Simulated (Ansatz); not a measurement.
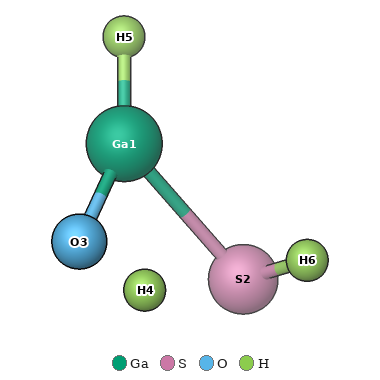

The system is the reacting system GaH3OS (fragments GaH₃OS where the first distance is long, GaHO + H₂S where the second is long); the picture shows the reference structure. 
- First axis: distance S2–H4 (bond that forms). Second axis: distance O3–H4 (bond that breaks).
- Relaxed at each point: all other coordinates.
- Grid: 9 × 9 points.
- Points are written as (first, second).
- All energies are given in eV relative to the lowest grid point.
- The reference is spin-restricted, so regions where a bond is pulled apart into radicals lie too high.
- The calculation used Ansatz 0.2.0, RKS PBE0-D4/def2-SVP.

Its coordinates:

```yaml
atoms:
  - { symbol: Ga, position_ang: [-0.9691, 0.4974, 0.2008] }
  - { symbol: S, position_ang: [1.4329, 0.0471, -0.8253] }
  - { symbol: O, position_ang: [-1.0249, -1.2308, 0.0724] }
  - { symbol: H, position_ang: [0.1478, -1.1408, -0.4120] }
  - { symbol: H, position_ang: [-1.5798, 1.8608, 0.5608] }
  - { symbol: H, position_ang: [1.9930, -0.0338, 0.4033] }
```

Range: distance S2–H4 (bond that forms) from 1.224 to 2.424 Å; distance O3–H4 (bond that breaks) from 0.873 to 2.673 Å.

Question: Predict the map.

Answer: The lowest grid point is at (2.424 Å, 1.007 Å). It lies at the edge of the scanned range, so the true minimum may lie outside. The highest grid point, (1.224 Å, 0.873 Å), lies 5.97 eV above the lowest.

| second ↓, first → | 1.224 | 1.313 | 1.436 | 1.576 | 1.729 | 1.891 | 2.062 | 2.240 | 2.424 |
| --- | --- | --- | --- | --- | --- | --- | --- | --- | --- |
| 2.673 | 2.59 | 2.34 | 2.39 | 2.76 | 3.33 | 3.98 | 4.63 | 5.19 | 5.63 |
| 2.396 | 2.59 | 2.33 | 2.36 | 2.71 | 3.25 | 3.85 | 4.43 | 4.92 | 5.28 |
| 2.129 | 2.61 | 2.32 | 2.32 | 2.62 | 3.10 | 3.62 | 4.09 | 4.47 | 4.76 |
| 1.873 | 2.68 | 2.35 | 2.27 | 2.48 | 2.84 | 3.22 | 3.56 | 3.83 | 4.04 |
| 1.630 | 2.86 | 2.43 | 2.22 | 2.26 | 2.44 | 2.64 | 2.83 | 2.98 | 3.09 |
| 1.401 | 3.23 | 2.63 | 2.18 | 1.97 | 1.91 | 1.91 | 1.92 | 1.94 | 1.93 |
| 1.191 | 3.92 | 3.03 | 2.25 | 1.72 | 1.38 | 1.16 | 1.00 | 0.85 | 0.72 |
| 1.007 | 4.78 | 3.61 | 2.51 | 1.68 | 1.10 | 0.69 | 0.38 | 0.16 | 0.00 |
| 0.873 | 5.97 | 4.62 | 3.30 | 2.31 | 1.60 | 1.09 | 0.73 | 0.47 | 0.28 |

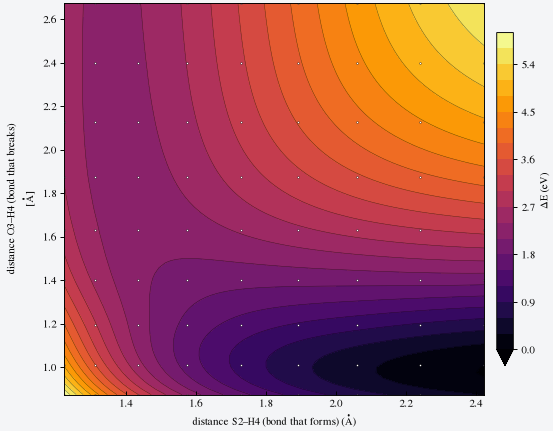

In the figure: filled contours, dots at the grid points. Between grid points the surface is interpolated.

Each point was launched as `ansatz run input.yaml --threads 1 --pin off --max-ram 2560MiB --backend cpu --events-out ev --progress --plain --runs-dir out`. Time for the 81 points that were run: 22 min on 1 thread of Arm Neoverse V2, on a shared host.
